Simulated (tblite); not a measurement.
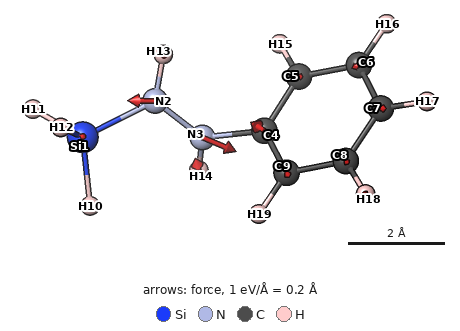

Starting geometry of C₆H₁₀N₂Si with the computed forces as red arrows. A ball-and-stick model, seen at a tilt.

Level of theory: GFN2-xTB geometry optimisation, gas phase in tblite 0.8.0. 

> What follows when this structure is relaxed?

It isn't relaxed: the largest force vector, on N3, is 4.08 eV/Å. The final displacements have little in common with the starting forces (cosine between the two patterns 0.11). The atom that moves furthest after the best rigid fit is H10 (3.45 Å). Largest moves by element: H 3.45 Å, N 0.94 Å, Si 0.90 Å, C 0.88 Å. Near-neighbour distances that change, for instance: N3–C4 1.457 → 1.386 Å, N2–N3 1.353 → 1.405 Å, Si1–H12 1.492 → 1.458 Å, N3–H14 1.045 → 1.013 Å. Bond angles that change, for instance: N2–N3–H14 127.0° → 111.4°, N2–Si1–H12 113.4° → 102.6°, N3–N2–H13 119.8° → 110.5°. After 185 geometry steps the energy has fallen by 1.137 eV.
